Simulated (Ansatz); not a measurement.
## What a change does: single-point calculation on CH₆NSi

System: CH₆NSi, charge +1.
Method of run A: RKS r2SCAN-D4/def2-TZVPP (Ansatz 0.2.0).

The geometry comes from this level: PBE0-D4/def2-TZVP. Text and figures count atoms from 1; the logs count them from 0 in places.

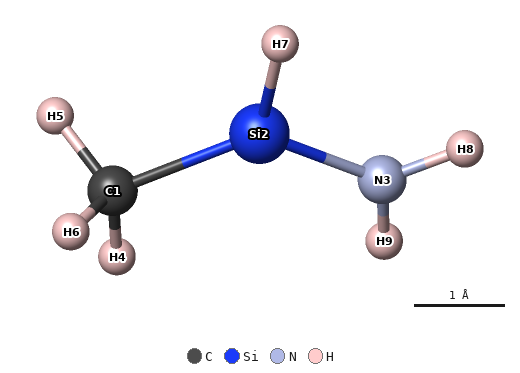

**Figure 1.** The input geometry (ball-and-stick view, seen at a tilt; atoms are numbered from 1 in the order of the input). Bond lengths as drawn: C–H 1.09 to 1.10 Å, C–Si 1.81 Å, H–N 1.01 Å, H–Si 1.47 Å and N–Si 1.64 Å.

### Input, run A
```yaml
crystal:
  periodic: [false, false, false]
  atoms:
    - {symbol: C, position_ang: [-0.744217, 0.924454, -0.736824]}
    - {symbol: Si, position_ang: [0.634184, -0.065880, -0.094633]}
    - {symbol: N, position_ang: [0.422976, -1.189967, 1.083703]}
    - {symbol: H, position_ang: [-1.691143, 0.676701, -0.254754]}
    - {symbol: H, position_ang: [-0.831406, 0.763903, -1.817447]}
    - {symbol: H, position_ang: [-0.525368, 1.987851, -0.586719]}
    - {symbol: H, position_ang: [2.020423, 0.056161, -0.566551]}
    - {symbol: H, position_ang: [1.179813, -1.751183, 1.453852]}
    - {symbol: H, position_ang: [-0.465272, -1.402030, 1.519374]}
basis:
  gaussian: {orbitals: def2-TZVPP}
total_charge: 1
hamiltonian: {xc: r2scan, dispersion: d4}
```

Command:
```bash
ansatz run in.yaml --threads 2 --pin off --events-out ev --progress --plain --max-ram 4352MiB
```

Hardware: 2 threads of Arm Neoverse V2, 23 GiB of memory available, shared host.

### Output (run A)
```
Functional definition: r2SCAN
  parameter k0 = 0.174
  parameter k1 = 0.065
  parameter a1 = 4.9479
  exchange = r2scan_x(k0 = k0, k1 = k1, a1 = a1)
  correlation = r2scan_c
977 factors; their error is unknown
mean field evaluation 1: about -10472.7383 eV, gradient 1.1e2 eV
mean field evaluation 2: about -10430.1885 eV, gradient 1.5e2 eV
mean field evaluation 4: about -10494.5376 eV, gradient 1.6e1 eV
mean field evaluation 8: about -10495.1392 eV, gradient 1.7e-1 eV
mean field evaluation 16: about -10495.1129 eV, gradient 1.1e-4 eV
mean field -10495.11291219 eV, -385.6882856800 hartree, gradient 2.4e-5 eV, S^2 0.000000; 0 other end points of the search recorded, 0 dependent functions left out
reference -10495.11292352 eV, -385.6882860962 hartree; 16, 16 occupied and 172, 172 virtual orbitals, 977 factors
Total energy: -10495.14081475 eV, -385.6893110803 hartree
```

The input of run B differs as follows (lines with − go, lines with + come):
```diff
-    - {symbol: C, position_ang: [-0.744217, 0.924454, -0.736824]}
-    - {symbol: Si, position_ang: [0.634184, -0.065880, -0.094633]}
-    - {symbol: N, position_ang: [0.422976, -1.189967, 1.083703]}
-    - {symbol: H, position_ang: [-1.691143, 0.676701, -0.254754]}
-    - {symbol: H, position_ang: [-0.831406, 0.763903, -1.817447]}
-    - {symbol: H, position_ang: [-0.525368, 1.987851, -0.586719]}
-    - {symbol: H, position_ang: [2.020423, 0.056161, -0.566551]}
-    - {symbol: H, position_ang: [1.179813, -1.751183, 1.453852]}
-    - {symbol: H, position_ang: [-0.465272, -1.402030, 1.519374]}
+    - {symbol: C, position_ang: [-0.658452, 0.892541, -0.541744]}
+    - {symbol: Si, position_ang: [1.010948, 0.370147, 0.075115]}
+    - {symbol: N, position_ang: [0.275617, -1.166273, 1.127885]}
+    - {symbol: H, position_ang: [-1.432667, 0.965297, 0.231017]}
+    - {symbol: H, position_ang: [-1.010416, 0.156169, -1.282214]}
+    - {symbol: H, position_ang: [-0.589799, 1.853768, -1.057125]}
+    - {symbol: H, position_ang: [-0.105211, -0.834067, 2.017658]}
+    - {symbol: H, position_ang: [0.998749, -1.847243, 1.360411]}
+    - {symbol: H, position_ang: [-0.483876, -1.662367, 0.658188]}
```

Predict how the results change.

With the same method and basis, run B lies 24.6 kcal/mol higher.

### Output (run B)
```
Functional definition: r2SCAN
  parameter k0 = 0.174
  parameter k1 = 0.065
  parameter a1 = 4.9479
  exchange = r2scan_x(k0 = k0, k1 = k1, a1 = a1)
  correlation = r2scan_c
977 factors; their error is unknown
mean field evaluation 1: about -10471.1291 eV, gradient 1.1e2 eV
mean field evaluation 2: about -10427.5047 eV, gradient 1.5e2 eV
mean field evaluation 4: about -10493.9011 eV, gradient 7.9e0 eV
mean field evaluation 8: about -10494.0737 eV, gradient 2.7e-1 eV
mean field evaluation 16: about -10494.0459 eV, gradient 2.3e-4 eV
mean field -10494.04591047 eV, -385.6490740898 hartree, gradient 1.4e-5 eV, S^2 0.000000; 0 other end points of the search recorded, 0 dependent functions left out
reference -10494.04592109 eV, -385.6490744803 hartree; 16, 16 occupied and 172, 172 virtual orbitals, 977 factors
Total energy: -10494.07463378 eV, -385.6501296523 hartree
```

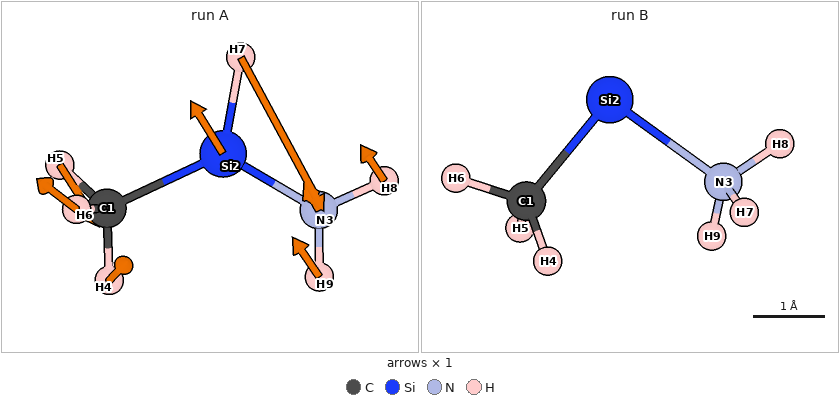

**Figure 2.** The two input geometries at one scale (ball-and-stick view, seen at a tilt). The orange arrows on the first give the shifts of the atoms after the best rigid fit, at true length. The atom that moves furthest after the best rigid fit is H7 (2.49 Å). By element the largest moves are H 2.49 Å, Si 0.90 Å, N 0.49 Å, C 0.11 Å. Among the contacts that change: N3–H7 2.613 → 1.023 Å, Si2–H7 1.469 → 2.544 Å, Si2–N3 1.642 → 2.002 Å, C1–Si2 1.815 → 1.855 Å.

### The two runs side by side

```csv
quantity,run A,run B
outcome,converged,converged
total energy (hartree),−385.689311,−385.650130
basis functions,188,188
wall time (shared host),3.4 s,3.5 s
```
